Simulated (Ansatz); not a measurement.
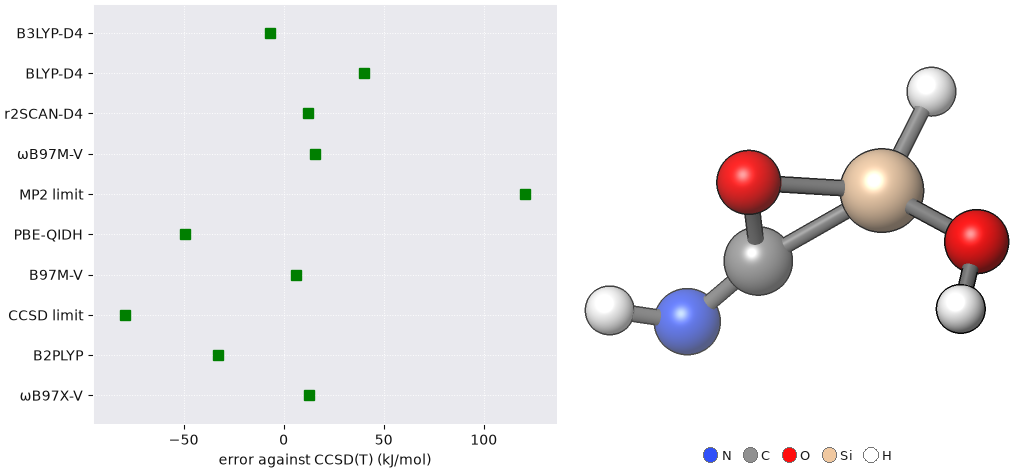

Error in the electronic atomisation energy (method less reference, so positive means overbinding) of CH₃NO₂Si, SMILES N(=C1/O[Si@H]1O)/[H]: functionals in def2-TZVPP against frozen-core CCSD(T) at the limit (MP2 extrapolated from triple and quadruple zeta, plus CCSD(T) less MP2 in a smaller set), which gives 3211.5 kJ/mol, at a PBE0-D4/def2-TZVP geometry (a minimum by its frequencies), no zero-point or spin-orbit term, the Ansatz code 0.2.0. The reference leaves out core correlation, a term that grows with the number of heavy atoms. PBE-QIDH and B2PLYP hold a correlation term that converges slowly with the basis, so part of the distance to the limit is basis error. No dispersion term is added to PBE-QIDH and B2PLYP. Limit means the basis limit.

Q: What range do the values span?

A: From −79.3 kJ/mol (CCSD limit) to 120.6 kJ/mol (MP2 limit).

Q: Give the values.

A:
```tsv
level	kJ/mol
B3LYP-D4	−6.6
BLYP-D4	40.4
r2SCAN-D4	12.0
ωB97M-V	15.7
MP2 limit	120.6
PBE-QIDH	−49.4
B97M-V	6.4
CCSD limit	−79.3
B2PLYP	−32.8
ωB97X-V	12.8
```
